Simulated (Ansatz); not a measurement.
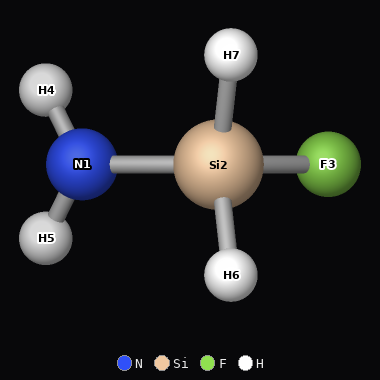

The system is FH4NSi, SMILES N[SiH2]F; the picture shows the reference structure. 
- Coordinates scanned: (1) umbrella angle at N1 (between each of its bonds and their common axis; 90 is planar); (2) change of the bonds N1–Si2, N1–H4, N1–H5, all alike.
- Nothing is relaxed (all other coordinates rigid).
- The grid has 15 × 15 points.
- Points are written as (first, second).
- Energies: kJ/mol, counted from the lowest grid point.
- Theory: Ansatz, RKS B3LYP-D4/def2-TZVP.

Its coordinates:

```
atom    x (Å)    y (Å)    z (Å)
   N  -0.8516   0.0923  -0.6520
  Si   0.5718   0.1052   0.2768
   F   0.7967  -1.2151   1.1720
   H  -0.9269  -0.4279  -1.5113
   H  -1.7555   0.2845  -0.2515
   H   0.4962   1.2282   1.2296
   H   1.7254   0.1703  -0.6396
```

Range: umbrella angle at N1 (between each of its bonds and their common axis; 90 is planar) from 66.0 to 114.0°; change of the bonds N1–Si2, N1–H4, N1–H5, all alike from −0.136 to 0.210 Å.

What landscape does the calculation give?

The lowest grid point is at (96.9°, 0.012 Å). No other kind of well shows on this grid. The highest grid point, (66.0°, −0.136 Å), lies 207 kJ/mol above the lowest. Round the minimum the valley is somewhat tilted: raising the first coordinate shifts the best value of the second coordinate upwards (coupling k₁₂/√(k₁₁k₂₂) about −0.2).

```csv
"second ↓, first →",66.0,69.4,72.9,76.3,79.7,83.1,86.6,90.0,93.4,96.9,100.3,103.7,107.1,110.6,114.0
0.210,161,163,167,171,175,179,180,180,178,174,168,162,156,152,150
0.186,135,135,138,141,144,147,148,148,146,142,137,132,127,124,123
0.161,109,108,109,112,114,116,117,116,114,111,107,103,99,97,98
0.136,86,84,83,85,86,88,88,87,86,83,79,76,74,73,75
0.111,66,62,61,61,62,62,62,61,60,58,55,53,51,52,55
0.087,50,45,42,41,41,41,41,40,39,37,35,33,33,35,39
0.062,38,31,27,25,24,23,23,22,21,19,18,17,18,21,27
0.037,31,23,17,14,12,11,10,9,8,7,6,7,9,13,21
0.012,30,20,13,9,6,4,3,1,1,0,0,2,5,11,20
−0.012,35,24,16,10,7,4,2,1,0,0,1,3,8,15,25
−0.037,48,36,26,20,15,12,10,8,8,8,10,13,18,27,39
−0.062,71,57,46,38,33,29,26,25,24,25,27,32,38,48,62
−0.087,104,89,76,68,61,56,53,52,52,53,56,61,69,81,96
−0.111,148,131,117,107,100,95,91,89,89,91,95,101,110,123,140
−0.136,207,188,173,162,154,148,144,143,143,145,149,157,167,181,200
```

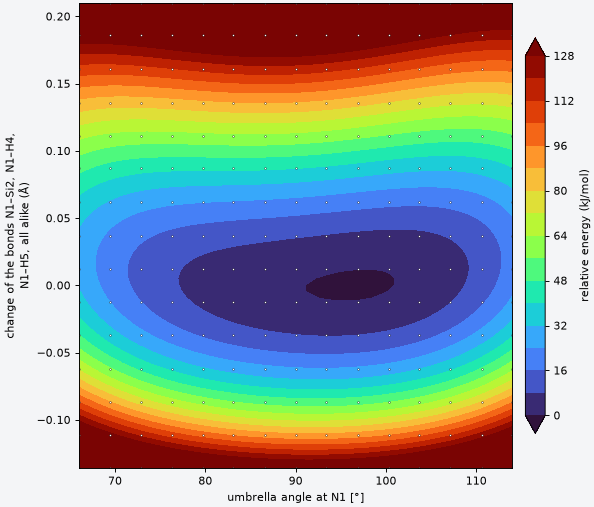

Drawn: filled contours, dots at the grid points, one colour for all values above the top of the scale. Between grid points the surface is interpolated.

Each point was launched as `ansatz run input.yaml --threads 1 --pin off --max-ram 2560MiB --backend cpu --events-out ev --progress --plain --runs-dir out`. Time for the 225 points that were run: 20 min on 1 thread of Arm Neoverse N1, with other jobs on the host.
